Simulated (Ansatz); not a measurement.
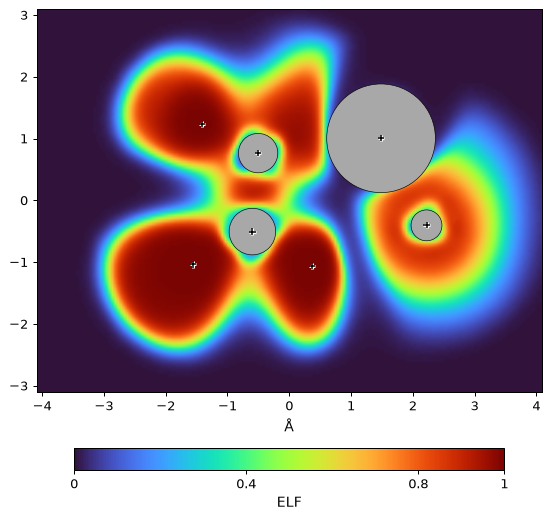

The ELF on a plane through atoms (crosses mark nuclei in the plane; grey discs cover the cores).

These are results of isolated molecule in a Gaussian basis; Kohn-Sham density functional theory, functional PBE0 (Ansatz 0.2.0), not measurements.

Candidates:
A. CH₃FLiN (SMILES C=[NH+][Li-][F])
B. AlFH₂SiTe (SMILES [F][Al]1[SiH2][Te]1)
C. BNO₂ (SMILES O=BN=O)

**Which system is this?**

Candidate A: CH₃FLiN on the molecular plane, which holds C, F, Li, N and H. C–N (1.27 Å): the ELF peaks at about 0.90 between the atoms (a covalent bond). Li–F (1.59 Å): the ELF peaks at about 0.85 in the valence shell of F, 0.5 Å from its nucleus, and is about 0.50 at the midpoint: an ionic contact with no shared pair.
